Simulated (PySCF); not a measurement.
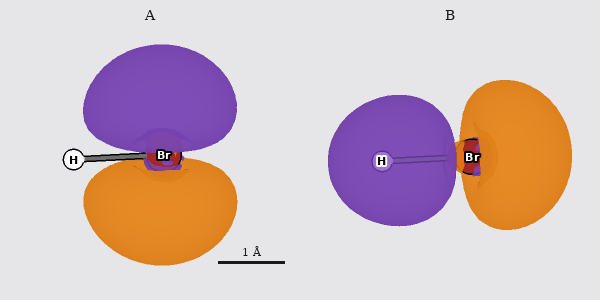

*HBr. Two frontier orbitals, each drawn at the value that holds 80 % of its norm (orange and purple are the two phases), in no order; of a degenerate pair one member is drawn.*

Level of theory: PBE0/def2-TZVPPD, non-relativistic Hamiltonian with scalar-relativistic core potentials where named, at a bond length of 1.422 Å in PySCF 2.14.0.

Q: Name the orbitals and rank them from lowest to highest energy.

A: Orbital B: σ, occupied, −12.51 eV; mainly on Br (75 %).
Orbital A: π, occupied, −8.79 eV; almost wholly on Br.
